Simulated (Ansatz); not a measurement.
# CAM-B3LYP/cc-pVDZ run of BSiNH2ClF (SMILES F[Si]1(Cl)BN1)

What is the vertical singlet–triplet gap of BSiNH2ClF at CAM-B3LYP/cc-pVDZ? 

The calculation is run with Ansatz 0.2.0.

139 further runs of the same task are left out: 139 set aside as unsound or not needed.

## Step 1: The structure to begin with

BSiNH2ClF has 7 atoms, charge 0, and is taken as a singlet. As SMILES, `F[Si]1(Cl)BN1`. The shape is that of a PBE0-D4/def2-TZVP optimisation.

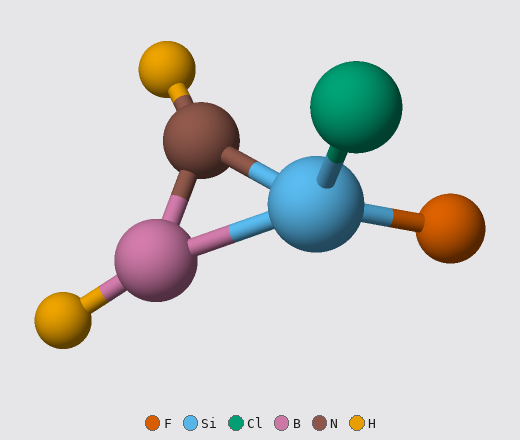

The structure, seen from a chosen angle (fluorine orange, silicon blue, chlorine teal, boron pink, nitrogen brown, hydrogen amber).

## Step 2: The energy at CAM-B3LYP/cc-pVDZ

The input, in.yaml:

```yaml
crystal:
  periodic: [false, false, false]
  atoms:
    - {symbol: F, position_ang: [-0.412200, -2.179200, -0.210300]}
    - {symbol: Si, position_ang: [-0.003600, -0.782500, 0.428000]}
    - {symbol: Cl, position_ang: [1.448800, -1.240300, 1.779600]}
    - {symbol: B, position_ang: [-0.771300, 0.907300, 0.039600]}
    - {symbol: "N", position_ang: [0.347500, 0.475500, -0.686800]}
    - {symbol: H, position_ang: [-1.454900, 1.876800, 0.033100]}
    - {symbol: H, position_ang: [0.906900, 0.874400, -1.428900]}
basis:
  gaussian: {orbitals: cc-pVDZ}
total_charge: 0
magnetization: {spin_polarized: false}
hamiltonian: {xc: {name: CAM-B3LYP}}
accuracy: high
output: {orbitals: {seedname: orbitals}}
```

Run with:

```console
ansatz run in.yaml --threads 1 --pin off --max-ram 2610MiB --events-out events.jsonl --progress --plain --runs-dir runs
```

The program printed:

```text
Warning: RAYON_NUM_THREADS=1 ignored (pool sized by the plan → 1); use --threads N
Functional definition: CAM-B3LYP
  name "CAM-B3LYP"
  parameter alpha = 0.19
  parameter beta = 0.46
  parameter omega = 0.33/bohr
  parameter ac = 0.81
  exchange = (1 - alpha - beta)*b88_x + beta*b88_x_sr(omega) + alpha*exact_x + beta*exact_x_lr(omega)
  correlation = (1 - ac)*vwn5_c + ac*lyp_c
1963 factors; integrals over basis functions are off by at most 3.6e-9 eV
410 factors; integrals over basis functions are off by at most 1.5e-9 eV
mean field evaluation 1: about -25312.1072 eV, gradient 5.3e1 eV
mean field evaluation 2: about -25309.0462 eV, gradient 6.6e1 eV
mean field evaluation 4: about -25317.4265 eV, gradient 2.2e0 eV
mean field evaluation 8: about -25317.5854 eV, gradient 2.9e-1 eV
mean field evaluation 16: about -25317.5857 eV, gradient 6.5e-5 eV
mean field -25317.58565933 eV, -930.4041121043 hartree, gradient 2.6e-8 eV, S^2 0.000000; 0 other end points of the search recorded, 0 dependent functions left out
reference -25317.58567823 eV, -930.4041127989 hartree; 27, 27 occupied and 61, 61 virtual orbitals, 1963 factors
Total energy: -25317.58567823 eV, -930.4041127989 hartree
```

Run time: 12 s. Hardware: 1 thread of Arm Neoverse V1, shared host; peak memory 0.34 GiB.

## Step 3: The triplet

in.yaml, as its differences from that of step 2:

```diff
@@ -1 +1,4 @@
+basis:
+  gaussian:
+    orbitals: cc-pVDZ
 crystal:
@@ -10,8 +13,8 @@
     - {symbol: H, position_ang: [0.906900, 0.874400, -1.428900]}
-basis:
-  gaussian: {orbitals: cc-pVDZ}
-total_charge: 0
-magnetization: {spin_polarized: false}
-hamiltonian: {xc: {name: CAM-B3LYP}}
 accuracy: high
 output: {orbitals: {seedname: orbitals}}
+magnetization:
+  spin_polarized: true
+  initial_magnetization: 2
+hamiltonian:
+  xc: {name: CAM-B3LYP}
```

Run with:

```console
ansatz run in.yaml --threads 1 --pin off --max-ram 2610MiB --events-out events.jsonl --progress --plain --runs-dir runs
```

The program printed:

```text
Warning: RAYON_NUM_THREADS=1 ignored (pool sized by the plan → 1); use --threads N
[... 8 set-up lines as earlier in the session ...]
1963 factors; integrals over basis functions are off by at most 3.6e-9 eV
410 factors; integrals over basis functions are off by at most 1.5e-9 eV
mean field evaluation 1: about -25306.4004 eV, gradient 3.9e1 eV
mean field evaluation 2: about -25303.3768 eV, gradient 4.8e1 eV
mean field evaluation 4: about -25312.7196 eV, gradient 1.5e0 eV
mean field evaluation 8: about -25312.9022 eV, gradient 2.6e-1 eV
mean field evaluation 16: about -25312.9043 eV, gradient 1.9e-2 eV
mean field evaluation 32: about -25312.9044 eV, gradient 1.3e-4 eV
mean field evaluation 64: about -25311.9458 eV, gradient 7.9e0 eV
mean field -25312.90444461 eV, -930.2320806365 hartree, gradient 8.1e-8 eV, S^2 2.004870; 4 other end points of the search recorded, 0 dependent functions left out
reference -25312.90446360 eV, -930.2320813345 hartree; 28, 26 occupied and 60, 62 virtual orbitals, 1963 factors
Total energy: -25312.90446360 eV, -930.2320813345 hartree
```

Wall time 48 s (1 thread of Arm Neoverse V1, shared host); peak memory 0.51 GiB.

## Step 4: What came out

Level: CAM-B3LYP/cc-pVDZ.

| quantity | value |
| --- | --- |
| singlet: total energy | -930.40411 Eh |
| singlet: HOMO energy | -8.86 eV |
| singlet: LUMO energy | 0.59 eV |
| singlet: HOMO–LUMO gap | 9.45 eV |
| triplet: total energy | -930.23208 Eh |
| triplet: HOMO energy (highest over α and β) | -4.33 eV |
| triplet: LUMO energy (lowest over α and β) | -4.23 eV |
| triplet: ⟨S²⟩ | 2.005 |
| vertical energy of the triplet above the singlet | 4.681 eV |

What this shows: At this shape the triplet lies 4.68 eV (108 kcal/mol) above the singlet.
